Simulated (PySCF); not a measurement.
# C₃H₂O: excited-state relaxation, vibronic structure

Aim: compute the excited-state relaxation, vibronic structure of C₃H₂O (`C#CC=O`).

Programs: PySCF 2.14.0, with routines of our own; each step states its level. All values are computed. Atoms count from 0.

## 1. The starting structure

6 atoms, charge 0, multiplicity 1; geometry from: GFN2-xTB.

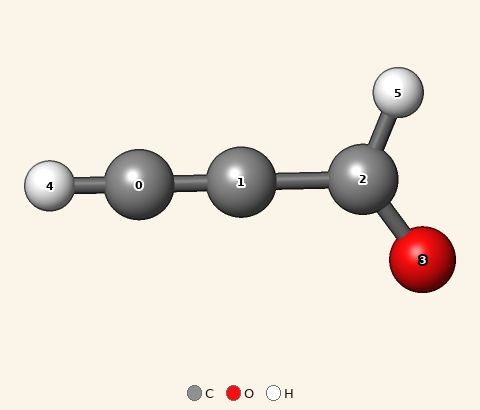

The starting geometry (carbon grey, oxygen red, hydrogen white).

## 2. Optimising the geometry at CAM-B3LYP/6-31+G*

The job: settings as JSON, then the geometry in Å.

```
{"job": {"xc": "CAM-B3LYP", "basis": "6-31+G*", "grid": 1, "kind": "geom"}, "charge": 0, "multiplicity": 1}
C      1.448436    -0.097381     0.473883
C      0.308594    -0.027579     0.099541
C     -1.048884     0.054215    -0.344615
O     -1.850299    -0.838863    -0.309865
H      2.446659    -0.148110     0.799085
H     -1.301383     1.059709    -0.739602
```

Launch:

```console
OMP_NUM_THREADS=1 python excited_run.py task.json out
```

One launch serves the whole session: the jobs run in the order shown.

Log:

```text
step   0  E = -190.55786808  max force = 0.022865
step   1  E = -190.55888002  max force = 0.005980
step   2  E = -190.55876955  max force = 0.004402
step   3  E = -190.55890126  max force = 0.002106
step   4  E = -190.55893021  max force = 0.001550
step   5  E = -190.55893458  max force = 0.000617
step   6  E = -190.55892941  max force = 0.003696
step   7  E = -190.55894103  max force = 0.000550
step   8  E = -190.55894164  max force = 0.000172
optimisation converged
```

Wall time 13 s (1 thread of Arm Neoverse V1, shared host); peak memory 0.37 GiB.

Along the way: (the energy doesn't fall at every step)

| step | energy from step 0 (eV) | largest force component (eV/Å) |
| --- | --- | --- |
| 0 | 0.0000 | 1.1758 |
| 1 | -0.0275 | 0.3075 |
| 2 | -0.0245 | 0.2264 |
| 3 | -0.0281 | 0.1083 |
| 4 | -0.0289 | 0.0797 |
| 5 | -0.0290 | 0.0317 |
| 6 | -0.0289 | 0.1901 |
| 7 | -0.0292 | 0.0283 |
| 8 | -0.0292 | 0.0088 |

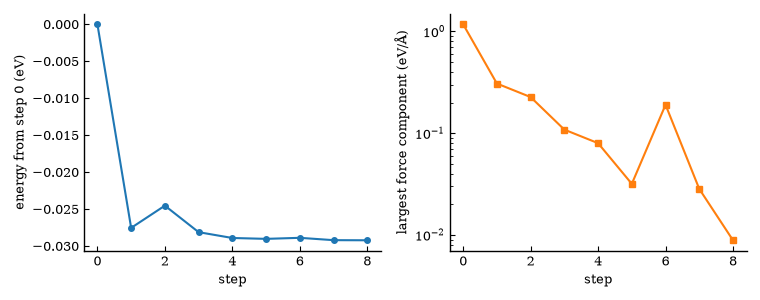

Energy and force, step by step.

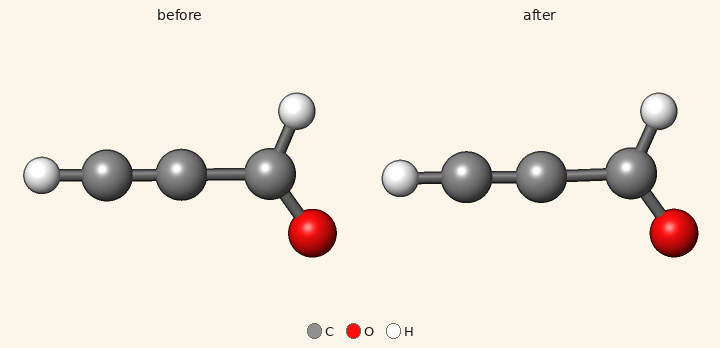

The geometry before (left) and after (right).

Distances of close pairs at the start and the end, largest changes first:

| bond | before (Å) | after (Å) | change (Å) |
| --- | --- | --- | --- |
| C1–C2 | 1.431 | 1.449 | +0.019 |
| C0–H4 | 1.051 | 1.069 | +0.017 |
| C2–O3 | 1.200 | 1.210 | +0.010 |
| C2–H5 | 1.109 | 1.104 | -0.006 |
| C0–C1 | 1.202 | 1.205 | +0.004 |

The end geometry stands in the next job.

| at the end point | value |
| --- | --- |
| point group (found at 0.08 Å tolerance) | Cs |
| rotational constants (GHz, main isotopes) | 67.864, 4.824, 4.504 |
| dipole moment (D) | 3.15 |

## 3. Excited-state relaxation: TDDFT CAM-B3LYP/6-31+G*

The job: settings as JSON, then the geometry in Å.

```
{"job": {"kind": "xopt", "state": "S1", "method": "TDDFT", "freq": true, "xc": "CAM-B3LYP", "basis": "6-31+G*", "grid": 1}, "charge": 0, "multiplicity": 1}
C      1.463951    -0.137333     0.490760
C      0.321821    -0.075216     0.110527
C     -1.043354     0.051430    -0.359875
O     -1.850236    -0.850450    -0.332468
H      2.474254    -0.208004     0.831443
H     -1.312738     1.046271    -0.754973
```

Level: TDDFT CAM-B3LYP/6-31+G* excited-state geometry optimisation, gas phase.

Log:

```text
final grid: 25664 points
cycle   1  E = -190.4251202073  dE =  6.741e-01  |g| = 7.780e-01  |ddm| = 1.106e+01
cycle   2  E = -190.1735422273  dE =  2.516e-01  |g| = 1.413e+00  |ddm| = 5.805e+00
cycle   3  E = -190.5574030857  dE = -3.839e-01  |g| = 7.126e-02  |ddm| = 2.325e+00
cycle   4  E = -190.5584870179  dE = -1.084e-03  |g| = 4.271e-02  |ddm| = 2.485e-01
cycle   5  E = -190.5589070935  dE = -4.201e-04  |g| = 1.118e-02  |ddm| = 1.690e-01
cycle   6  E = -190.5589298586  dE = -2.277e-05  |g| = 6.310e-03  |ddm| = 2.817e-02
cycle   7  E = -190.5589408918  dE = -1.103e-05  |g| = 1.352e-03  |ddm| = 2.278e-02
cycle   8  E = -190.5589415766  dE = -6.848e-07  |g| = 3.111e-04  |ddm| = 1.285e-02
cycle   9  E = -190.5589416278  dE = -5.121e-08  |g| = 7.485e-05  |ddm| = 1.344e-03
cycle  10  E = -190.5589416348  dE = -7.041e-09  |g| = 2.071e-05  |ddm| = 8.129e-04
cycle  11  E = -190.5589416355  dE = -6.294e-10  |g| = 5.767e-06  |ddm| = 1.484e-04
converged SCF energy = -190.5589416355

vertical S1 at the ground-state geometry: 3.8753 eV
step    E(state)/Eh    max force   excitation/eV  root
  0    -190.40973919   0.144270     4.0227      1
  1    -190.42798030   0.013653     3.2158      1
  2    -190.42917480   0.009147     3.2063      1
  3    -190.42956981   0.004587     3.1653      1
  4    -190.42964374   0.000976     3.1427      1
  5    -190.42965610   0.000707     3.1400      1
  6    -190.42967356   0.001187     3.1376      1
  7    -190.42967988   0.000639     3.1379      1
  8    -190.42968104   0.000437     3.1394      1
optimisation converged
vertical emission 3.1394 eV, adiabatic 3.5174 eV, Stokes shift 0.7359 eV, reorganisation 0.3579 (excited) and 0.3780 eV (ground)
zero-point change -0.0868 eV, 0-0 energy 3.4306 eV
frequencies of the excited state (cm-1): 170 398 461 491 500 728 1019 1199 1477 2160 3153 3498
```

Run time: 2.7 min. Hardware: 1 thread of Arm Neoverse V1, shared host; peak memory 0.43 GiB.

In short:

| quantity | value |
| --- | --- |
| vertical absorption, S1 | 3.88 eV |
| adiabatic energy, S1 | 3.52 eV |
| vertical emission, S1 | 3.14 eV |
| Stokes shift, S1 | 0.74 eV |
| geometry moved (RMSD), S1 | 0.083 Å |

Bonds of the start that changed most:

| bond | start (Å) | end (Å) |
| --- | --- | --- |
| C2–O3 | 1.210 | 1.307 |
| C1–C2 | 1.450 | 1.388 |
| C2–H5 | 1.104 | 1.092 |
| C0–C1 | 1.205 | 1.216 |
| C0–H4 | 1.069 | 1.067 |

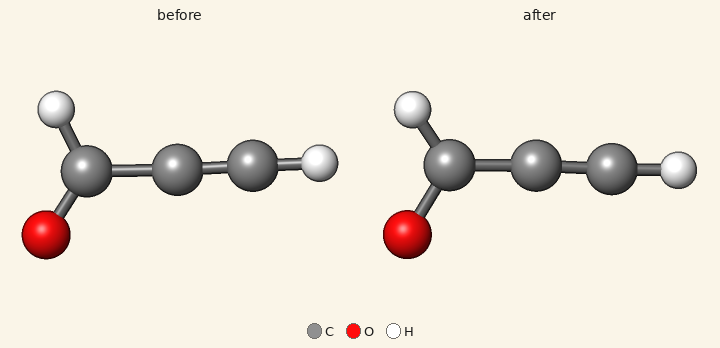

Before and after.

## 4. Excited-state relaxation: UKS CAM-B3LYP/6-31+G*

The job: settings as JSON, then the geometry in Å.

```
{"job": {"kind": "xopt", "state": "T1", "method": "UKS", "freq": true, "xc": "CAM-B3LYP", "basis": "6-31+G*", "grid": 1}, "charge": 0, "multiplicity": 1}
C      1.463951    -0.137333     0.490760
C      0.321821    -0.075216     0.110527
C     -1.043354     0.051430    -0.359875
O     -1.850236    -0.850450    -0.332468
H      2.474254    -0.208004     0.831443
H     -1.312738     1.046271    -0.754973
```

Level: UKS CAM-B3LYP/6-31+G* excited-state geometry optimisation, gas phase.

Log:

```text
final grid: 25664 points
cycle   1  E = -190.4251202073  dE =  6.741e-01  |g| = 7.780e-01  |ddm| = 1.106e+01
cycle   2  E = -190.1735422273  dE =  2.516e-01  |g| = 1.413e+00  |ddm| = 5.805e+00
cycle   3  E = -190.5574030857  dE = -3.839e-01  |g| = 7.126e-02  |ddm| = 2.325e+00
cycle   4  E = -190.5584870179  dE = -1.084e-03  |g| = 4.271e-02  |ddm| = 2.485e-01
cycle   5  E = -190.5589070935  dE = -4.201e-04  |g| = 1.118e-02  |ddm| = 1.690e-01
cycle   6  E = -190.5589298586  dE = -2.277e-05  |g| = 6.310e-03  |ddm| = 2.817e-02
cycle   7  E = -190.5589408918  dE = -1.103e-05  |g| = 1.352e-03  |ddm| = 2.278e-02
cycle   8  E = -190.5589415766  dE = -6.848e-07  |g| = 3.111e-04  |ddm| = 1.285e-02
cycle   9  E = -190.5589416278  dE = -5.121e-08  |g| = 7.485e-05  |ddm| = 1.344e-03
cycle  10  E = -190.5589416348  dE = -7.041e-09  |g| = 2.071e-05  |ddm| = 8.129e-04
cycle  11  E = -190.5589416355  dE = -6.294e-10  |g| = 5.767e-06  |ddm| = 1.484e-04
converged SCF energy = -190.5589416355

vertical T1 at the ground-state geometry: 3.2282 eV
step    E(state)/Eh    max force   <S^2>
  0    -190.43263588   0.157370    2.0176
  1    -190.45370644   0.018431    2.0273
  2    -190.45663895   0.016556    2.0264
  3    -190.45777152   0.006612    2.0263
  4    -190.45804966   0.002709    2.0264
  5    -190.45812219   0.001059    2.0265
  6    -190.45813695   0.001097    2.0265
  7    -190.45815630   0.000883    2.0264
  8    -190.45817319   0.000483    2.0263
  9    -190.45817707   0.000531    2.0263
 10    -190.45817860   0.000424    2.0263
optimisation converged
vertical emission 2.1953 eV, adiabatic 2.7419 eV, Stokes shift 1.0329 eV, reorganisation 0.4863 (excited) and 0.5466 eV (ground)
zero-point change -0.1015 eV, 0-0 energy 2.6404 eV
frequencies of the excited state (cm-1): 210 369 399 445 532 724 1005 1167 1401 2088 3183 3494
```

Wall time 1.7 min (1 thread of Arm Neoverse V1, shared host); peak memory 0.44 GiB.

Key values:

| quantity | value |
| --- | --- |
| vertical gap at the ground-state geometry, T1 | 3.23 eV |
| adiabatic energy, T1 | 2.74 eV |
| vertical gap at the relaxed geometry, T1 | 2.20 eV |
| difference of the two gaps, T1 | 1.03 eV |
| geometry moved (RMSD), T1 | 0.071 Å |

Bonds of the start that changed most:

| bond | start (Å) | end (Å) |
| --- | --- | --- |
| C2–O3 | 1.210 | 1.331 |
| C1–C2 | 1.450 | 1.378 |
| C0–C1 | 1.205 | 1.220 |
| C2–H5 | 1.104 | 1.090 |
| C0–H4 | 1.069 | 1.067 |

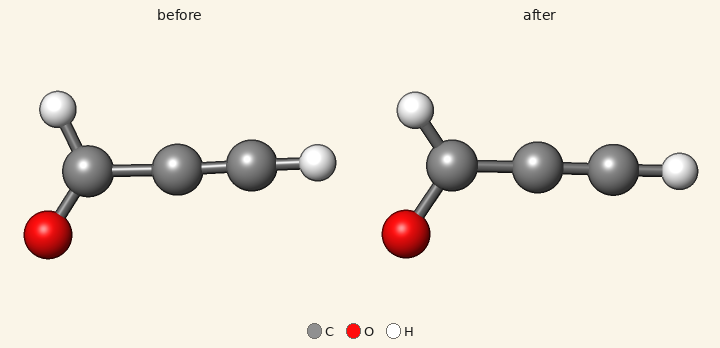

Before and after.

## 5. Excited-state relaxation: TDA CAM-B3LYP/6-31+G*

The job: settings as JSON, then the geometry in Å.

```
{"job": {"kind": "xopt", "state": "T1", "method": "TDA", "xc": "CAM-B3LYP", "basis": "6-31+G*", "grid": 1}, "charge": 0, "multiplicity": 1}
C      1.463951    -0.137333     0.490760
C      0.321821    -0.075216     0.110527
C     -1.043354     0.051430    -0.359875
O     -1.850236    -0.850450    -0.332468
H      2.474254    -0.208004     0.831443
H     -1.312738     1.046271    -0.754973
```

With the program's defaults for keys left out, this is: TDA CAM-B3LYP/6-31+G* excited-state geometry optimisation, gas phase.

Log:

```text
final grid: 25664 points
cycle   1  E = -190.4251202073  dE =  6.741e-01  |g| = 7.780e-01  |ddm| = 1.106e+01
cycle   2  E = -190.1735422273  dE =  2.516e-01  |g| = 1.413e+00  |ddm| = 5.805e+00
cycle   3  E = -190.5574030857  dE = -3.839e-01  |g| = 7.126e-02  |ddm| = 2.325e+00
cycle   4  E = -190.5584870179  dE = -1.084e-03  |g| = 4.271e-02  |ddm| = 2.485e-01
cycle   5  E = -190.5589070935  dE = -4.201e-04  |g| = 1.118e-02  |ddm| = 1.690e-01
cycle   6  E = -190.5589298586  dE = -2.277e-05  |g| = 6.310e-03  |ddm| = 2.817e-02
cycle   7  E = -190.5589408918  dE = -1.103e-05  |g| = 1.352e-03  |ddm| = 2.278e-02
cycle   8  E = -190.5589415766  dE = -6.848e-07  |g| = 3.111e-04  |ddm| = 1.285e-02
cycle   9  E = -190.5589416278  dE = -5.121e-08  |g| = 7.485e-05  |ddm| = 1.344e-03
cycle  10  E = -190.5589416348  dE = -7.041e-09  |g| = 2.071e-05  |ddm| = 8.129e-04
cycle  11  E = -190.5589416355  dE = -6.294e-10  |g| = 5.767e-06  |ddm| = 1.484e-04
converged SCF energy = -190.5589416355

vertical T1 at the ground-state geometry: 3.2731 eV
step    E(state)/Eh    max force   excitation/eV  root
  0    -190.43164608   0.146256     3.4266      1
  1    -190.44786699   0.020317     2.5446      1
  2    -190.45097323   0.010476     2.5089      1
  3    -190.45195267   0.005498     2.5096      1
  4    -190.45217972   0.002906     2.5096      1
  5    -190.45227456   0.001430     2.5126      1
  6    -190.45231979   0.000890     2.5117      1
  7    -190.45235320   0.000438     2.5126      1
  8    -190.45236636   0.000432     2.5146      1
optimisation converged
vertical emission 2.5146 eV, adiabatic 2.9001 eV, Stokes shift 0.7585 eV, reorganisation 0.3730 (excited) and 0.3855 eV (ground)
```

Wall time 26 s (1 thread of Arm Neoverse V1, shared host); peak memory 0.44 GiB.

In short:

| quantity | value |
| --- | --- |
| vertical gap at the ground-state geometry, T1 | 3.27 eV |
| adiabatic energy, T1 | 2.90 eV |
| vertical gap at the relaxed geometry, T1 | 2.51 eV |
| difference of the two gaps, T1 | 0.76 eV |
| geometry moved (RMSD), T1 | 0.074 Å |

Bonds of the start that changed most:

| bond | start (Å) | end (Å) |
| --- | --- | --- |
| C2–O3 | 1.210 | 1.309 |
| C1–C2 | 1.450 | 1.391 |
| C2–H5 | 1.104 | 1.089 |
| C0–C1 | 1.205 | 1.214 |
| C0–H4 | 1.069 | 1.067 |

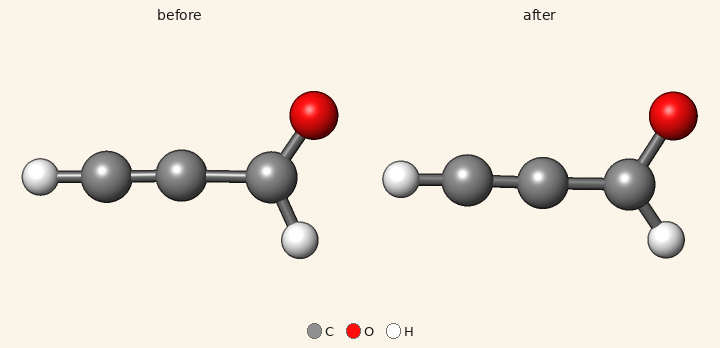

Before and after.

## 6. Vibronic structure: TDDFT CAM-B3LYP/6-31+G*

The job: settings as JSON, then the geometry in Å.

```
{"job": {"kind": "vib", "tda": false, "freq": true, "xc": "CAM-B3LYP", "basis": "6-31+G*", "grid": 1}, "charge": 0, "multiplicity": 1}
C      1.463951    -0.137333     0.490760
C      0.321821    -0.075216     0.110527
C     -1.043354     0.051430    -0.359875
O     -1.850236    -0.850450    -0.332468
H      2.474254    -0.208004     0.831443
H     -1.312738     1.046271    -0.754973
```

Level: TDDFT CAM-B3LYP/6-31+G* vertical-gradient vibronic structure (displaced harmonic oscillators, Condon), gas phase.

Log:

```text
final grid: 25664 points
cycle   1  E = -190.4251202073  dE =  6.741e-01  |g| = 7.780e-01  |ddm| = 1.106e+01
cycle   2  E = -190.1735422273  dE =  2.516e-01  |g| = 1.413e+00  |ddm| = 5.805e+00
cycle   3  E = -190.5574030857  dE = -3.839e-01  |g| = 7.126e-02  |ddm| = 2.325e+00
cycle   4  E = -190.5584870179  dE = -1.084e-03  |g| = 4.271e-02  |ddm| = 2.485e-01
cycle   5  E = -190.5589070935  dE = -4.201e-04  |g| = 1.118e-02  |ddm| = 1.690e-01
cycle   6  E = -190.5589298586  dE = -2.277e-05  |g| = 6.310e-03  |ddm| = 2.817e-02
cycle   7  E = -190.5589408918  dE = -1.103e-05  |g| = 1.352e-03  |ddm| = 2.278e-02
cycle   8  E = -190.5589415766  dE = -6.848e-07  |g| = 3.111e-04  |ddm| = 1.285e-02
cycle   9  E = -190.5589416278  dE = -5.121e-08  |g| = 7.485e-05  |ddm| = 1.344e-03
cycle  10  E = -190.5589416348  dE = -7.041e-09  |g| = 2.071e-05  |ddm| = 8.129e-04
cycle  11  E = -190.5589416355  dE = -6.294e-10  |g| = 5.767e-06  |ddm| = 1.484e-04
converged SCF energy = -190.5589416355

Singlet excitations (eV, f): 3.875 (0.0002)  4.966 (0.0000)  5.849 (0.1114)  6.916 (0.0001)  7.321 (0.0064)  8.124 (0.1593)

State S1  3.8753 eV  f = 0.00016  H->L 0.96
  relaxed dipole 1.393 D, largest gradient of the excitation energy 0.1196 Eh/bohr
  mode    cm-1        S   lambda/meV  Raman
    9   1811.9    1.2488     280.5   1.000
    6    975.4    0.1849      22.4   0.043
   10   2250.6    0.0684      19.1   0.084
    1    230.8    0.2327       6.7   0.003
    8   1434.3    0.0295       5.2   0.015
    3    642.7    0.0171       1.4   0.002
  reorganisation energy 0.3371 eV, total S 1.789, 0-0 3.5382 eV
  absorption maximum 3.764 eV, width 0.484 eV

State S3  5.8486 eV  f = 0.11138  H-1->L 0.79
  relaxed dipole 4.673 D, largest gradient of the excitation energy 0.1487 Eh/bohr
  mode    cm-1        S   lambda/meV  Raman
   10   2250.6    0.8863     247.3   1.000
    9   1811.9    0.1953      43.9   0.143
    1    230.8    0.6183      17.7   0.007
    6    975.4    0.1463      17.7   0.031
   12   3494.6    0.0309      13.4   0.084
    8   1434.3    0.0451       8.0   0.021
    3    642.7    0.0264       2.1   0.002
  reorganisation energy 0.3503 eV, total S 1.949, 0-0 5.4983 eV
  absorption maximum 5.784 eV, width 0.594 eV

State S6  8.1240 eV  f = 0.15932  H-2->L+1 0.75
  relaxed dipole 1.251 D, largest gradient of the excitation energy 0.0795 Eh/bohr
  mode    cm-1        S   lambda/meV  Raman
   10   2250.6    0.2612      72.9   1.000
    6    975.4    0.4685      56.7   0.337
    1    230.8    0.7046      20.2   0.028
    3    642.7    0.2246      17.9   0.070
    8   1434.3    0.0694      12.4   0.108
    9   1811.9    0.0056       1.3   0.014
  reorganisation energy 0.1820 eV, total S 1.737, 0-0 7.9420 eV
  absorption maximum 7.954 eV, width 0.186 eV

State T1  3.2731 eV  f = 0.00000  H->L 0.94
  relaxed dipole 1.223 D, largest gradient of the excitation energy 0.1216 Eh/bohr
  mode    cm-1        S   lambda/meV  Raman
    9   1811.9    1.3413     301.3   1.000
    6    975.4    0.1562      18.9   0.034
   10   2250.6    0.0579      16.2   0.067
    8   1434.3    0.0431       7.7   0.020
    1    230.8    0.2213       6.3   0.003
   11   3036.8    0.0072       2.7   0.015
    3    642.7    0.0270       2.2   0.003
  reorganisation energy 0.3560 eV, total S 1.857, 0-0 2.9172 eV
  absorption maximum 3.143 eV, width 0.484 eV
```

It took 5.2 s on 1 thread of Arm Neoverse V1, shared host; peak memory 0.44 GiB.

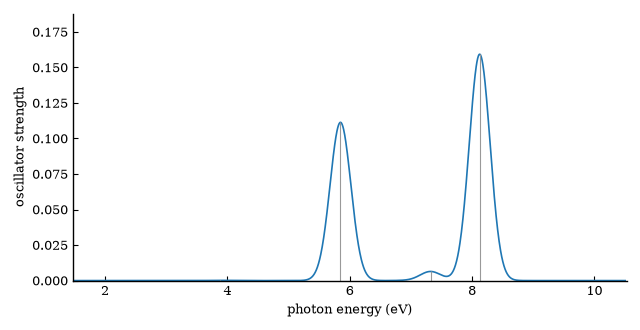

Absorption lines of the singlets. Lines are broadened to a width of 0.40 eV (Gaussian).

## 7. What came out

```
                                                                                                  quantity                     value
                                                                                               point group                        Cs
                                                                      rotational constants (main isotopes)     67.86, 4.82, 4.50 GHz
                                                 vertical absorption, S1 (step 3, TDDFT CAM-B3LYP/6-31+G*)                   3.88 eV
                                                    adiabatic energy, S1 (step 3, TDDFT CAM-B3LYP/6-31+G*)                   3.52 eV
                                                   vertical emission, S1 (step 3, TDDFT CAM-B3LYP/6-31+G*)                   3.14 eV
                                                        Stokes shift, S1 (step 3, TDDFT CAM-B3LYP/6-31+G*)                   0.74 eV
                             vertical gap at the ground-state geometry, T1 (step 4, UKS CAM-B3LYP/6-31+G*)                   3.23 eV
                                                      adiabatic energy, T1 (step 4, UKS CAM-B3LYP/6-31+G*)                   2.74 eV
                                  vertical gap at the relaxed geometry, T1 (step 4, UKS CAM-B3LYP/6-31+G*)                   2.20 eV
                                            difference of the two gaps, T1 (step 4, UKS CAM-B3LYP/6-31+G*)                   1.03 eV
                             vertical gap at the ground-state geometry, T1 (step 5, TDA CAM-B3LYP/6-31+G*)                   3.27 eV
                                                      adiabatic energy, T1 (step 5, TDA CAM-B3LYP/6-31+G*)                   2.90 eV
                                  vertical gap at the relaxed geometry, T1 (step 5, TDA CAM-B3LYP/6-31+G*)                   2.51 eV
                                            difference of the two gaps, T1 (step 5, TDA CAM-B3LYP/6-31+G*)                   0.76 eV
S1: vertical, reorganisation, 0-0, total S (step 6, TDDFT CAM-B3LYP/6-31+G*, modes from CAM-B3LYP/6-31+G*)  3.88, 0.34, 3.54 eV; 1.8
S3: vertical, reorganisation, 0-0, total S (step 6, TDDFT CAM-B3LYP/6-31+G*, modes from CAM-B3LYP/6-31+G*)  5.85, 0.35, 5.50 eV; 1.9
S6: vertical, reorganisation, 0-0, total S (step 6, TDDFT CAM-B3LYP/6-31+G*, modes from CAM-B3LYP/6-31+G*)  8.12, 0.18, 7.94 eV; 1.7
```

In words: Relaxing lowered the energy by 0.029 eV in 8 steps; the close pair that moved most is C1–C2, from 1.431 to 1.449 Å. In step 3 (excited-state relaxation), among the bonds C2–O3 changes most, from 1.210 to 1.307 Å. In step 4 (excited-state relaxation), among the bonds C2–O3 changes most, from 1.210 to 1.331 Å. Where no frequencies were run, the relaxed excited state may be a saddle. In step 5 (excited-state relaxation), among the bonds C2–O3 changes most, from 1.210 to 1.309 Å. The vibronic model keeps the ground-state modes and shifts them along the gradient alone, so it can miss much of the relaxation that a full optimisation finds. ΔSCF (UKS) and response values aren't on one footing and may follow different states, so their differences aren't method errors alone, and singlets and triplets from the two don't rank.
